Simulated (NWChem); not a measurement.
**One shape, several levels: C3H8O2 (dimethoxymethane)**

We compute a comparison of 4 runs (M06-2X/6-311+G**, M06-2X/6-31G*, M06-2X/6-31+G*, M06-2X/6-31++G**) of C3H8O2 (dimethoxymethane). 

Program for the calculation: NWChem 7.3.0.

## 1. The molecule

C3H8O2: 13 atoms, total charge 0, spin state singlet. As SMILES, `COCOC`. The shape is that of a PBE0-D4/def2-TZVP optimisation. This is one conformer, not always the lowest.

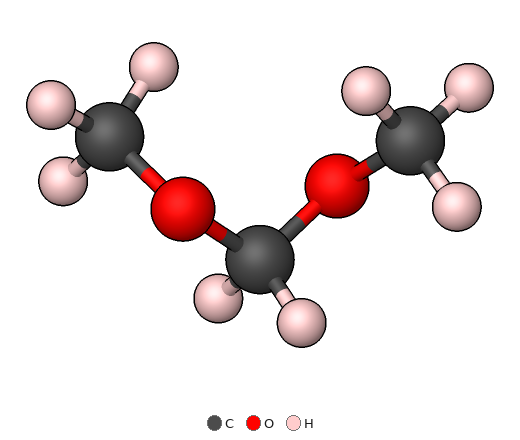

The structure, seen from a chosen angle (carbon dark grey, oxygen red, hydrogen pink).

## 2. Energy and gradient at M06-2X/6-311+G(d,p) (run 1)

Contents of c3h8o2.nw:

```
start c3h8o2
title "C3H8O2"
memory total 2200 mb

geometry noautosym nocenter noautoz
  C     -1.024400    -0.789300     1.349800
  O      0.262200    -0.255300     1.139700
  C      0.811400    -0.614800    -0.087400
  O      0.154100    -0.062300    -1.182600
  C      0.296400     1.336700    -1.267600
  H     -1.339600    -0.485400     2.347600
  H     -1.007500    -1.886200     1.298200
  H     -1.743500    -0.416400     0.613700
  H      0.761800    -1.701400    -0.234500
  H      1.856200    -0.280600    -0.049300
  H     -0.214200     1.657300    -2.175200
  H      1.355300     1.620400    -1.333200
  H     -0.147600     1.842600    -0.404500
end

basis spherical bse
  * library 6-311+G**
end

dft
  xc m06-2x
  grid fine
  convergence energy 1e-08
  iterations 100
  mulliken
  print low
end

task dft gradient
```

On the command line:

```bash
$ nwchem c3h8o2.nw > c3h8o2.out
```

What it wrote:

```text
[...]
 d= 0,ls=0.0,diis     1   -269.4348502511 -4.69D+02  4.29D-03  8.18D-01     9.3
[...]
 d= 0,ls=0.0,diis     8   -269.5140077537 -9.54D-09  1.46D-06  2.67D-07    65.2
         Total DFT energy =     -269.514007753739
      One electron energy =     -761.435407852523
           Coulomb energy =      328.931768451819
    Exchange-Corr. energy =      -36.389021695487
 Nuclear repulsion energy =      199.378653342453
[...]
      Total Density - Mulliken Population Analysis
     ---------------------------------------------
    Atom       Charge   Shell Charges
 -----------   ------   -------------------------------------------------------
    1 C    6     6.36   1.11  0.89  0.62  0.74  1.51  0.53  0.82  0.05  0.02  0.08
    2 O    8     8.18   1.09  0.91  0.96  0.99  2.07  0.83  1.47 -0.09 -0.06  0.01
    3 C    6     6.20   1.11  0.89  0.59  0.75  1.48  0.45  0.63  0.12  0.03  0.15
    4 O    8     8.18   1.09  0.91  0.96  0.99  2.07  0.83  1.47 -0.09 -0.06  0.01
    5 C    6     6.36   1.11  0.89  0.62  0.74  1.51  0.53  0.82  0.05  0.02  0.08
    6 H    1     0.83   0.28  0.46  0.07  0.02
    7 H    1     0.85   0.28  0.47  0.09  0.02
    8 H    1     0.84   0.28  0.46  0.08  0.02
    9 H    1     0.84   0.28  0.46  0.08  0.02
   10 H    1     0.84   0.28  0.46  0.08  0.02
[...]
                         DFT ENERGY GRADIENTS
    atom               coordinates                        gradient
                 x          y          z           x          y          z
   1 C      -1.935835  -1.491561   2.550752    0.004619   0.001553  -0.001279
   2 O       0.495486  -0.482447   2.153721   -0.000889  -0.002197  -0.000714
   3 C       1.533324  -1.161804  -0.165162   -0.005467   0.004160   0.000633
   4 O       0.291207  -0.117730  -2.234790    0.001951   0.001377   0.000600
   5 C       0.560115   2.525997  -2.395417   -0.000071  -0.004953   0.000737
   6 H      -2.531477  -0.917273   4.436321   -0.000320   0.000089   0.000498
   7 H      -1.903899  -3.564401   2.453242   -0.000590  -0.000741   0.000087
   8 H      -3.294737  -0.786882   1.159725   -0.000821  -0.000298   0.000181
   9 H       1.439593  -3.215180  -0.443141    0.000155  -0.001049  -0.000520
  10 H       3.507709  -0.530257  -0.093163    0.001107   0.000080   0.000364
  11 H      -0.404779   3.131843  -4.110532   -0.000228   0.000335  -0.000415
[...]
```

Wall time 92 s (1 thread of Intel Xeon Platinum 8488C (Sapphire Rapids), shared host); peak memory 0.13 GiB.

## 3. Energy and gradient at M06-2X/6-31G(d) (spherical functions) (run 2)

Edit c3h8o2.nw of step 2 so:

```diff
@@ -1,6 +1,7 @@
 start c3h8o2
-title "C3H8O2"
-memory total 2200 mb
+title "C3H8O2 M06-2X"
+memory stack 880 mb heap 220 mb global 1100 mb
+charge 0
 
-geometry noautosym nocenter noautoz
+geometry units angstroms noautosym nocenter noautoz
   C     -1.024400    -0.789300     1.349800
@@ -21,3 +22,5 @@
 basis spherical bse
-  * library 6-311+G**
+  C library 6-31G*
+  O library 6-31G*
+  H library 6-31G*
 end
@@ -28,5 +31,5 @@
   convergence energy 1e-08
-  iterations 100
+  maxiter 100
   mulliken
-  print low
+  noprint "final vectors analysis"
 end
```

On the command line:

```bash
$ nwchem c3h8o2.nw > c3h8o2.out
```

What it wrote:

```text
[...]
          Wavefunction type:  closed shell.
          No. of atoms     :    13
          No. of electrons :    42
[...]
          Charge           :     0
          Spin multiplicity:     1
[...]
          AO basis - number of functions:    86
[...]
              XC Information
              --------------
                       M06-2X Method XC Functional
                     Hartree-Fock (Exact) Exchange  0.540
                        M06-2X Exchange Functional  1.000
                      M06-2X Correlation Potential  1.000
[...]
 d= 0,ls=0.0,diis     1   -269.3500162359 -4.69D+02  8.41D-03  6.07D-01     3.3
[...]
 d= 0,ls=0.0,diis     8   -269.4236583536 -5.70D-09  2.13D-06  1.34D-07    23.2
         Total DFT energy =     -269.423658353618
      One electron energy =     -761.492909499767
           Coulomb energy =      329.063915364690
    Exchange-Corr. energy =      -36.373317560993
 Nuclear repulsion energy =      199.378653342453
[...]
      Total Density - Mulliken Population Analysis
     ---------------------------------------------
    Atom       Charge   Shell Charges
 -----------   ------   -------------------------------------------------------
    1 C    6     6.23   2.00  0.67  2.05  0.58  0.87  0.06
    2 O    8     8.49   2.00  0.89  2.91  0.95  1.72  0.03
    3 C    6     5.82   2.00  0.68  1.97  0.44  0.63  0.10
    4 O    8     8.49   2.00  0.89  2.91  0.95  1.72  0.03
    5 C    6     6.23   2.00  0.67  2.05  0.58  0.87  0.06
    6 H    1     0.82   0.53  0.30
    7 H    1     0.85   0.53  0.33
    8 H    1     0.84   0.53  0.31
    9 H    1     0.85   0.54  0.32
   10 H    1     0.85   0.54  0.32
[...]
  wavefunction    = closed shell
                         DFT ENERGY GRADIENTS
    atom               coordinates                        gradient
                 x          y          z           x          y          z
   1 C      -1.935835  -1.491561   2.550752    0.001391   0.000261   0.000573
   2 O       0.495486  -0.482447   2.153721   -0.001149  -0.002238  -0.001658
   3 C       1.533324  -1.161804  -0.165162   -0.001506   0.001166   0.000201
   4 O       0.291207  -0.117730  -2.234790    0.002051   0.001539   0.001560
   5 C       0.560115   2.525997  -2.395417    0.000057  -0.001317  -0.000778
   6 H      -2.531477  -0.917273   4.436321   -0.000015  -0.000320  -0.000827
   7 H      -1.903899  -3.564401   2.453242   -0.000207   0.000811   0.000210
   8 H      -3.294737  -0.786882   1.159725    0.000117  -0.000482   0.001073
   9 H       1.439593  -3.215180  -0.443141    0.000005   0.000647   0.000010
  10 H       3.507709  -0.530257  -0.093163   -0.000626  -0.000193   0.000039
  11 H      -0.404779   3.131843  -4.110532    0.000426   0.000019   0.000806
[...]
```

Wall time 31 s (1 thread of Intel Xeon Platinum 8488C (Sapphire Rapids), shared host); peak memory 0.12 GiB.

Run 3 isn't shown in full; the table further down has it.

## 4. Energy and gradient at M06-2X/6-31++G(d,p) (spherical functions) (run 4)

Contents of m1.nw:

```
START m1
TITLE "C3H8O2 M06-2X"
memory stack 880 mb heap 220 mb global 1100 mb
GEOMETRY units angstroms noautosym nocenter noautoz
C    -1.024400   -0.789300    1.349800
O     0.262200   -0.255300    1.139700
C     0.811400   -0.614800   -0.087400
O     0.154100   -0.062300   -1.182600
C     0.296400    1.336700   -1.267600
H    -1.339600   -0.485400    2.347600
H    -1.007500   -1.886200    1.298200
H    -1.743500   -0.416400    0.613700
H     0.761800   -1.701400   -0.234500
H     1.856200   -0.280600   -0.049300
H    -0.214200    1.657300   -2.175200
H     1.355300    1.620400   -1.333200
H    -0.147600    1.842600   -0.404500
END
BASIS spherical bse
* library 6-31++G**
END
DFT
xc m06-2x
grid fine
convergence energy 1e-08
maxiter 100
mulliken
noprint "final vectors analysis"
END
TASK dft gradient
```

On the command line:

```bash
$ nwchem m1.nw > m1.out
```

What it wrote:

```text
[...]
          Wavefunction type:  closed shell.
          No. of atoms     :    13
          No. of electrons :    42
[...]
          Charge           :     0
          Spin multiplicity:     1
[...]
          AO basis - number of functions:   138
[...]
              XC Information
              --------------
                       M06-2X Method XC Functional
                     Hartree-Fock (Exact) Exchange  0.540
                        M06-2X Exchange Functional  1.000
                      M06-2X Correlation Potential  1.000
[...]
 d= 0,ls=0.0,diis     1   -269.3697650067 -4.69D+02  6.61D-03  5.99D-01     7.5
[...]
 d= 0,ls=0.0,diis     8   -269.4422734619 -8.54D-09  1.68D-06  1.70D-07    51.6
         Total DFT energy =     -269.442273461927
      One electron energy =     -761.183485080395
           Coulomb energy =      328.700502971420
    Exchange-Corr. energy =      -36.337944695404
 Nuclear repulsion energy =      199.378653342453
[...]
      Total Density - Mulliken Population Analysis
     ---------------------------------------------
    Atom       Charge   Shell Charges
 -----------   ------   -------------------------------------------------------
    1 C    6     6.27   2.00  0.66  2.04  0.58  0.82  0.05  0.06  0.06
    2 O    8     8.38   2.00  0.89  2.91  0.97  1.67 -0.06 -0.02  0.03
    3 C    6     5.91   2.00  0.66  1.97  0.49  0.57  0.09  0.03  0.10
    4 O    8     8.38   2.00  0.89  2.91  0.97  1.67 -0.06 -0.02  0.03
    5 C    6     6.27   2.00  0.66  2.04  0.58  0.82  0.05  0.06  0.06
    6 H    1     0.83   0.53  0.30 -0.01  0.01
    7 H    1     0.86   0.53  0.32 -0.01  0.01
    8 H    1     0.84   0.53  0.30  0.00  0.01
    9 H    1     0.87   0.54  0.32 -0.01  0.01
   10 H    1     0.87   0.54  0.32 -0.01  0.01
[...]
  wavefunction    = closed shell
                         DFT ENERGY GRADIENTS
    atom               coordinates                        gradient
                 x          y          z           x          y          z
   1 C      -1.935835  -1.491561   2.550752    0.004148   0.001174  -0.001022
   2 O       0.495486  -0.482447   2.153721   -0.001158  -0.002538  -0.001717
   3 C       1.533324  -1.161804  -0.165162   -0.004694   0.003575   0.000549
   4 O       0.291207  -0.117730  -2.234790    0.002343   0.001625   0.001588
   5 C       0.560115   2.525997  -2.395417    0.000131  -0.004371   0.000509
   6 H      -2.531477  -0.917273   4.436321   -0.000131  -0.000251  -0.000558
   7 H      -1.903899  -3.564401   2.453242   -0.000602   0.000512   0.000130
   8 H      -3.294737  -0.786882   1.159725   -0.000061  -0.000734   0.000987
   9 H       1.439593  -3.215180  -0.443141    0.000283   0.000534  -0.000255
  10 H       3.507709  -0.530257  -0.093163   -0.000408  -0.000455   0.000251
  11 H      -0.404779   3.131843  -4.110532    0.000293   0.000138   0.000564
[...]
```

It took 69 s on 1 thread of Intel Xeon Platinum 8488C (Sapphire Rapids), shared host; peak memory 0.12 GiB.

## 5. All runs side by side

```tsv
run	level	energy (Eh)	largest force (eV/Å)	wall time
1	M06-2X/6-311+G**	-269.514008	0.355	92 s
2	M06-2X/6-31G* (spherical functions)	-269.423658	0.155	31 s
3	M06-2X/6-31+G* (spherical functions)	-269.434143	0.291	46 s
4	M06-2X/6-31++G** (spherical functions)	-269.442273	0.305	69 s
```

## 6. Results

| quantity | value |
| --- | --- |
| run 4: total energy | -269.44227 Eh |
| run 4: dipole moment | 0.25 D |
| run 4: largest force on an atom | 0.305 eV/Å |

Over runs 2, 3, 4 the dipole moment (its size) runs from 0.25 D (M06-2X/6-31++G**) to 0.27 D (M06-2X/6-31G*). All runs together took 4 min, the longest 92 s.
